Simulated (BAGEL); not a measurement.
# CH3BFN (SMILES BN=CF): HF/3-21G (density fitting with qzvpp-jkfit)

What is the vertical electron affinity of CH3BFN at HF/3-21G (density fitting with qzvpp-jkfit)? 

The results are computed with BAGEL 1.2.2.

2 further runs of the same task are left out: 2 set aside as unsound or not needed. Runs told in other sessions of the task aren't counted.

### 1 The molecule

CH3BFN has 7 atoms, charge 0, and is taken as a singlet. SMILES: `BN=CF`. The shape is that of a PBE0-D4/def2-TZVP optimisation.

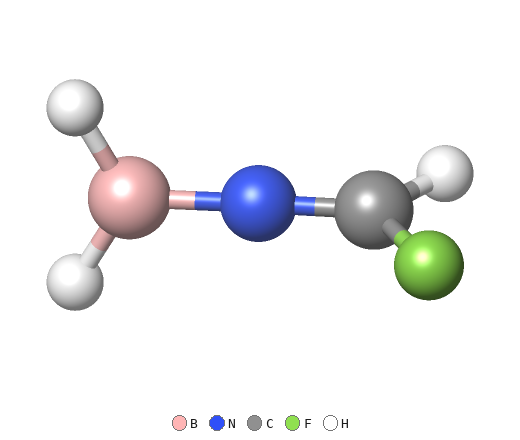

Viewed from a chosen angle; boron pink, nitrogen blue, carbon grey, fluorine green, hydrogen white.

### 2 A single-point energy at HF/3-21G (density fitting with qzvpp-jkfit)

Contents of input.json:

```json
{ "bagel": [

{
  "title": "molecule",
  "basis": "3-21g",
  "df_basis": "qzvpp-jkfit",
  "angstrom": "true",
  "geometry": [
    { "atom": "B", "xyz": [   -0.480500,    1.089800,    0.570900 ] },
    { "atom": "N", "xyz": [    0.018600,   -0.008400,   -0.066500 ] },
    { "atom": "C", "xyz": [    0.466800,   -1.006900,   -0.611700 ] },
    { "atom": "F", "xyz": [    0.739900,   -2.132000,    0.060700 ] },
    { "atom": "H", "xyz": [    0.284400,    1.897100,    1.009900 ] },
    { "atom": "H", "xyz": [   -1.666300,    1.214200,    0.659800 ] },
    { "atom": "H", "xyz": [    0.698200,   -1.122000,   -1.669000 ] }
  ]
},
{ "title": "hf" },
{ "title": "print", "file": "orbitals.molden", "orbitals": "true" }

]}
```

Run with:

```sh
$ BAGEL_NUM_THREADS=1 BAGEL input.json > input.out
```

Output:

```text
* using 1 threads per process

  ===============================================================
  ===============================================================

  *** Geometry ***

  { "atom" : "B", "xyz" : [     -0.908013,      2.059424,      1.078845 ] },
  { "atom" : "N", "xyz" : [      0.035149,     -0.015874,     -0.125667 ] },
  { "atom" : "C", "xyz" : [      0.882124,     -1.902765,     -1.155945 ] },
  { "atom" : "F", "xyz" : [      1.398208,     -4.028896,      0.114706 ] },
  { "atom" : "H", "xyz" : [      0.537438,      3.584999,      1.908434 ] },
  { "atom" : "H", "xyz" : [     -3.148851,      2.294505,      1.246841 ] },
  { "atom" : "H", "xyz" : [      1.319407,     -2.120273,     -3.153953 ] },

  Number of auxiliary basis functions:      358

  Since a DF basis is specified, we compute 2- and 3-index integrals:
    o Being stored without compression. Storage requirement is 0.005 GB

  Number of basis functions:       42
  Number of electrons      :       30

    * METHOD: MOLECULE                             0.09

  *** RHF ***

  === Nuclear Repulsion ===
   101.2770138266

      * DIIS with orbital gradients will be used.

  === RHF iteration (3-21g) ===
      0       -216.85313766          0.03126239           0.01
      1       -216.94595556          0.01929210           0.01
      2       -216.98573571          0.00234072           0.01
      3       -216.98716293          0.00106272           0.01
      4       -216.98734545          0.00031356           0.01
      5       -216.98739829          0.00008937           0.01
      6       -216.98740134          0.00002892           0.01
      7       -216.98740155          0.00000534           0.01
      8       -216.98740156          0.00000195           0.01
      9       -216.98740156          0.00000077           0.01
     10       -216.98740156          0.00000026           0.01
     11       -216.98740156          0.00000006           0.01
     12       -216.98740156          0.00000002           0.01
     13       -216.98740156          0.00000001           0.01
     14       -216.98740156          0.00000000           0.01
    * SCF iteration converged.

    * Permanent dipole moment:
           (   -0.138325,     0.023739,     0.720749) a.u.

    * METHOD: HF                                   0.29

    * METHOD: PRINT                                0.00

  ===============================================================
```

It took 0.53 s on 1 thread of Arm Neoverse V1, shared host.

### 3 The doublet anion

Contents of hf.json:

```json
{ "bagel" : [

{
  "title" : "molecule",
  "basis" : "3-21g",
  "df_basis" : "qzvpp-jkfit",
  "angstrom" : true,
  "geometry" : [
    { "atom" : "B", "xyz" : [   -0.480500,    1.089800,    0.570900 ] },
    { "atom" : "N", "xyz" : [    0.018600,   -0.008400,   -0.066500 ] },
    { "atom" : "C", "xyz" : [    0.466800,   -1.006900,   -0.611700 ] },
    { "atom" : "F", "xyz" : [    0.739900,   -2.132000,    0.060700 ] },
    { "atom" : "H", "xyz" : [    0.284400,    1.897100,    1.009900 ] },
    { "atom" : "H", "xyz" : [   -1.666300,    1.214200,    0.659800 ] },
    { "atom" : "H", "xyz" : [    0.698200,   -1.122000,   -1.669000 ] }
  ]
},
{
  "title" : "uhf",
  "charge" : -1,
  "nopen" : 1
},
{
  "title" : "print",
  "file" : "orbitals.molden",
  "orbitals" : true
}

]}
```

Run with:

```sh
$ BAGEL_NUM_THREADS=1 BAGEL hf.json > hf.out
```

Output:

```text
* using 1 threads per process

  ===============================================================
  ===============================================================

  *** Geometry ***

  { "atom" : "B", "xyz" : [     -0.908013,      2.059424,      1.078845 ] },
  { "atom" : "N", "xyz" : [      0.035149,     -0.015874,     -0.125667 ] },
  { "atom" : "C", "xyz" : [      0.882124,     -1.902765,     -1.155945 ] },
  { "atom" : "F", "xyz" : [      1.398208,     -4.028896,      0.114706 ] },
  { "atom" : "H", "xyz" : [      0.537438,      3.584999,      1.908434 ] },
  { "atom" : "H", "xyz" : [     -3.148851,      2.294505,      1.246841 ] },
  { "atom" : "H", "xyz" : [      1.319407,     -2.120273,     -3.153953 ] },

  Number of auxiliary basis functions:      358

  Since a DF basis is specified, we compute 2- and 3-index integrals:
    o Being stored without compression. Storage requirement is 0.005 GB

  Number of basis functions:       42
  Number of electrons      :       30

    * METHOD: MOLECULE                             0.09

  *** Open-shell HF ***

  === Nuclear Repulsion ===
   101.2770138266

      * DIIS with orbital gradients will be used.

  === UHF iteration (3-21g) ===
      0       -216.72251001          0.06515815           0.03
      1       -216.83803674          0.03778930           0.03
      2       -216.86775498          0.02318273           0.03
      3       -216.88414002          0.00164312           0.03
      4       -216.88446746          0.00078763           0.03
      5       -216.88458700          0.00021852           0.03
      6       -216.88464022          0.00008240           0.03
      7       -216.88465787          0.00003612           0.03
      8       -216.88466494          0.00002501           0.03
      9       -216.88467492          0.00001454           0.03
     10       -216.88468082          0.00000831           0.03
     11       -216.88468253          0.00000458           0.03
     12       -216.88468328          0.00000299           0.03
     13       -216.88468349          0.00000152           0.03
     14       -216.88468353          0.00000082           0.03
     15       -216.88468353          0.00000030           0.03
     16       -216.88468353          0.00000019           0.03
     17       -216.88468353          0.00000015           0.03
     18       -216.88468353          0.00000014           0.03
     19       -216.88468353          0.00000012           0.03
     20       -216.88468353          0.00000008           0.03
     21       -216.88468353          0.00000003           0.03
     22       -216.88468353          0.00000002           0.03
     23       -216.88468353          0.00000001           0.03
     24       -216.88468353          0.00000001           0.03
    * SCF iteration converged.

    * S^2 (UHF) is 0.7648

    * Permanent dipole moment:
           (   -0.390387,     0.858075,     0.497284) a.u.

    * METHOD: UHF                                  0.82

    * METHOD: PRINT                                0.00

  ===============================================================
```

Run time: 1.1 s. Hardware: 1 thread of Arm Neoverse V1, shared host.

### 4 What came out

Level: HF/3-21G (density fitting with qzvpp-jkfit).

| quantity | value |
| --- | --- |
| singlet CH3BFN: total energy | -216.98740 Eh |
| singlet CH3BFN: dipole moment | 1.87 D |
| singlet CH3BFN: HOMO energy | -11.55 eV |
| singlet CH3BFN: LUMO energy | 3.77 eV |
| singlet CH3BFN: HOMO–LUMO gap | 15.31 eV |
| doublet anion: total energy | -216.88468 Eh |
| doublet anion: ⟨S²⟩ | 0.765 |
| vertical electron affinity (to the doublet anion) | -2.795 eV |

**Reading.** The anion lies 2.80 eV (64 kcal/mol) above the neutral: the electron isn't bound at this level, and such a value depends on the basis. Without diffuse functions anions come out too high. Hartree–Fock misses the correlation that binds many anions.
